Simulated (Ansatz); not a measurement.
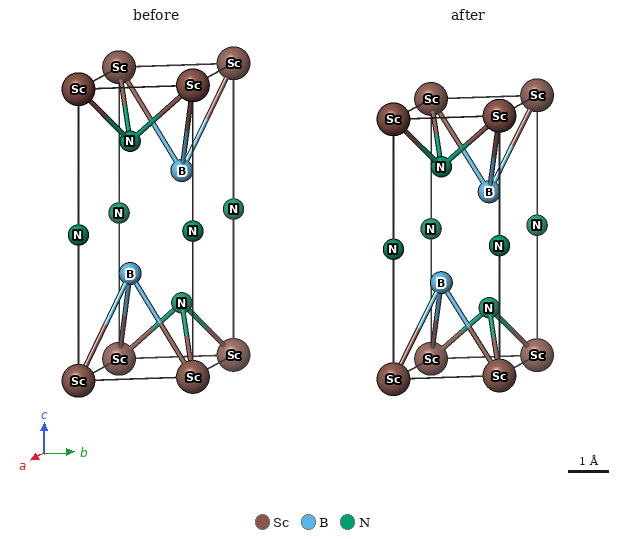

The structure of solid ScB₂N₃ (a generated structure, set up in P-3m1) (coarse preliminary run) before (left) and after (right) a relaxation, at one scale.

A ball-and-stick model of the cell of the calculation, seen slightly off an axis.

All numbers below come from DFT PBE, scalar-relativistic, plane waves, PAW (Ansatz 0.2.0). Set-up: plane-wave cutoff 420 eV; k-point mesh 6 × 6 × 2; occupations gaussian; smearing width 0.1 eV; no spin polarisation; cell and atoms relaxed; force threshold 0.04 eV/Å; at most 70 steps.

What changed between the two?

Answer. Over 6 accepted moves (8 points after the start) the energy falls by 2.326 eV per cell of the calculation. Largest force component: 0.38 eV/Å at the start, 0.003 eV/Å at the end. Pressure: −41.47 GPa at the start and 0.00 GPa at the end. At 2 points the geometry stayed and the basis and grid were re-selected for the new cell (energy shift of 15.1 meV per cell of the calculation at most each time). The largest moves relative to the cell, 0.035 Å, are those of N atoms. Largest moves by element: N 0.035 Å, B 0.016 Å. Sc stays in place. The volume changes by −23.5 %, with a = b 2.964 → 2.745 Å (−7.4 %), c 7.604 → 6.775 Å (−10.9 %). Some distances before and after: B–Sc 3.089 → 2.799 Å, Sc–Sc 2.964 → 2.745 Å, N–Sc 2.331 → 2.145 Å. The space group stays P-3m1 (No. 164). Cost: 25 s on 1 thread of Arm Neoverse N1, on a shared host, peak memory 0.32 GiB.

Limits of the set-up: the k-point mesh is coarse for a cell with partly filled bands.
